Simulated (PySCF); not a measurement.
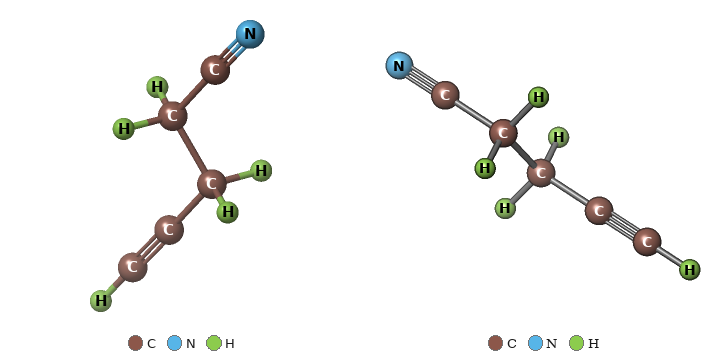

The same structure drawn twice, from different directions.

The geometry was computed by an optimisation with PBE0-D3(BJ)/def2-SVP. No frequency run is at hand to confirm it as a minimum.

Identify the structure.

Formula C₅H₅N. SMILES: `C#CCCC#N`. It has no ring. Among its groups: nitrile, alkyne. The point group is Cs. Coordination: 3 C linear; 2 C tetrahedral.

The parts below concern this one geometry. Atoms keep their numbers from picture to picture.

## Geometry

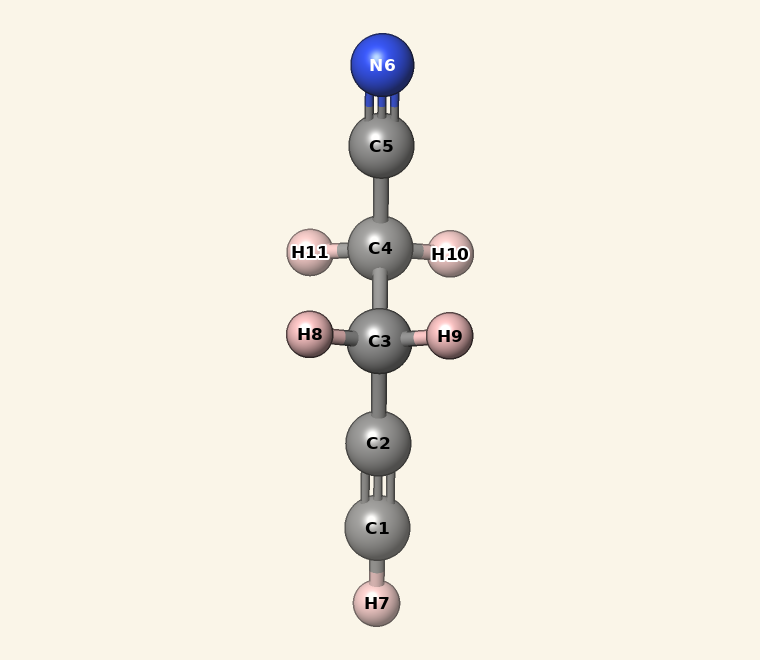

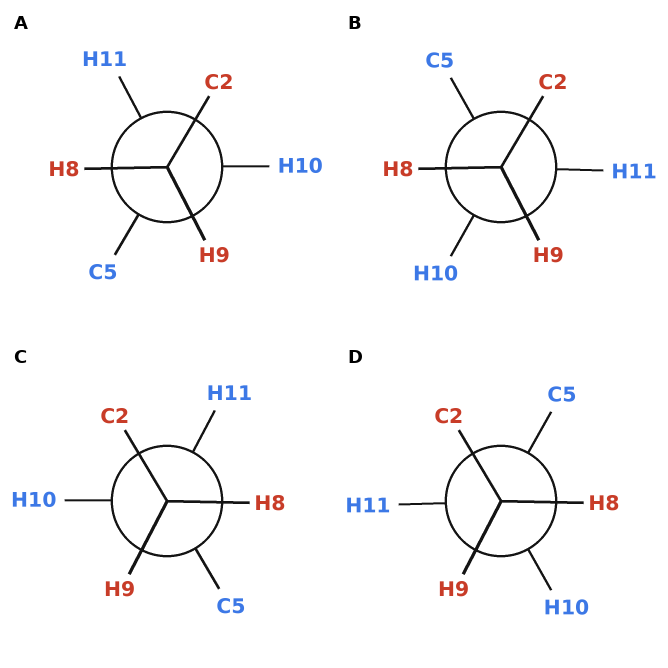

Atoms fade into the background with distance from the viewer. Bonds that would overlap in a projection are set slightly apart. No frequency run is at hand to confirm it as a minimum.

Which Newman projection shows the view along C3–C4, with C3 in front?

Answer. C. The torsion angle C2–C3–C4–C5 is 180°, antiperiplanar (anti).

## NMR shielding

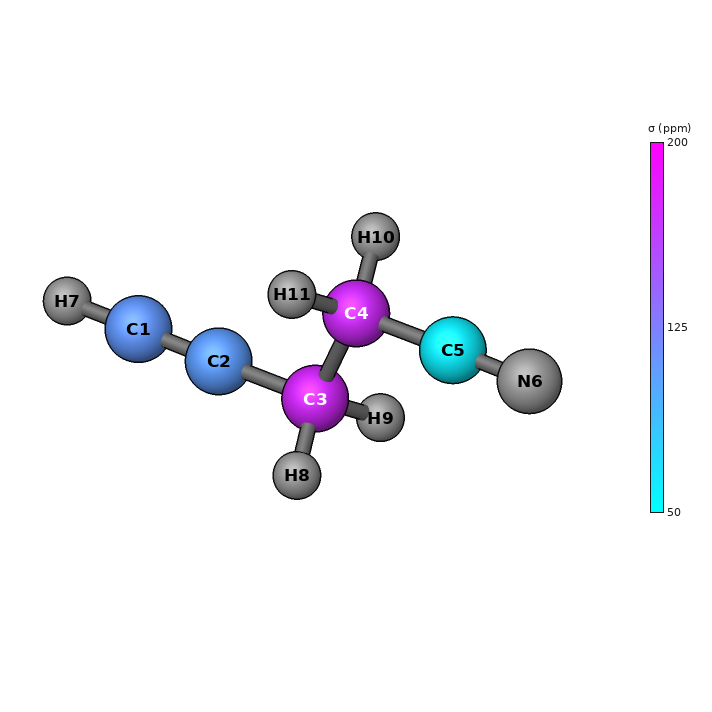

Atoms are coloured by their isotropic NMR shieldings (C only, the others grey). No frequency run is at hand to confirm it as a minimum. Properties computed with GIAO PBE0/pcSseg-0 NMR shielding, non-relativistic, gas phase (PySCF 2.14.0).

Which C atom is the most shielded (lowest chemical shift)?

Answer. C3 (176.0 ppm).

Which C atom is the least shielded (highest chemical shift)?

Answer. C5 (59.2 ppm).

How wide is the range of C shifts?

Answer. 116.8 ppm.

Give the isotropic NMR shieldings of the C atoms atom by atom.

| atom | σ (ppm) |
| --- | --- |
| C1 | 109.7 |
| C2 | 106.7 |
| C3 | 176.0 |
| C4 | 173.2 |
| C5 | 59.2 |

## Bond orders

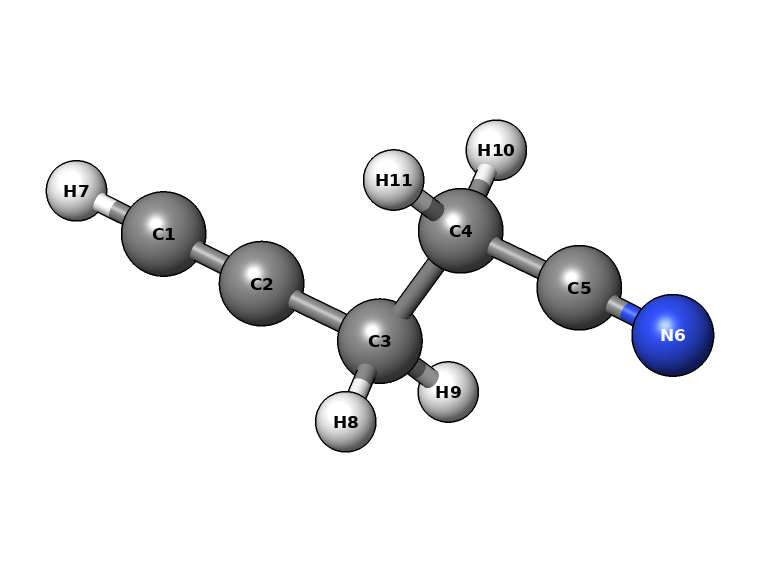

Every bond is drawn as one stick. No frequency run is at hand to confirm it as a minimum. Level of theory: PBE0/pcSseg-0 (PySCF 2.14.0).

List the Mayer bond orders of C1–C2, C1–H7, C2–C3, C3–C4, C3–H8, C4–C5, C4–H10, C5–N6 (one bond of each equivalent set).

```
  bond  Mayer order  length (Å)
 C1–C2         3.12       1.210
 C1–H7         0.89       1.074
 C2–C3         0.94       1.455
 C3–C4         1.01       1.537
 C3–H8         0.89       1.102
 C4–C5         0.91       1.457
C4–H10         0.89       1.101
 C5–N6         2.76       1.157
```

## Charges

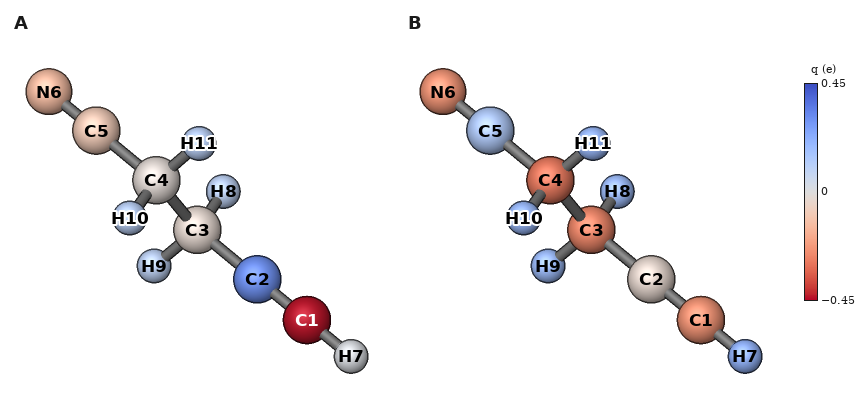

Atomic charges of one calculation by 2 schemes, on one colour scale. No frequency run is at hand to confirm it as a minimum. Level of theory: PBE0/cc-pVDZ (PySCF 2.14.0).

The schemes are IAO, Mulliken. Which panel shows which?

Answer. A Mulliken, B IAO.

List the charges (e), one line for each set of equivalent atoms.

```
    atom  Mulliken    IAO
      C1     −0.43  −0.23
      C2      0.30  −0.03
      C3     −0.03  −0.26
      C4     −0.02  −0.29
      C5     −0.09   0.13
      N6     −0.13  −0.23
      H7      0.01   0.20
  H8, H9      0.09   0.17
H10, H11      0.10   0.18
```

## Levels of theory compared

No frequency run is at hand to confirm it as a minimum. Program: PySCF 2.14.0.

Compare dipole (D) at these levels: PBE0/IGLO-III; PBE0/aug-cc-pVDZ; PBE0/cc-pVDZ; PBE0/cc-pVTZ; PBE0/pcSseg-0.

```csv
level,dipole (D)
PBE0/IGLO-III,3.55
PBE0/aug-cc-pVDZ,3.54
PBE0/cc-pVDZ,3.31
PBE0/cc-pVTZ,3.48
PBE0/pcSseg-0,3.62
```

Mulliken values depend strongly on the basis set and can even reverse the polarity of a bond.
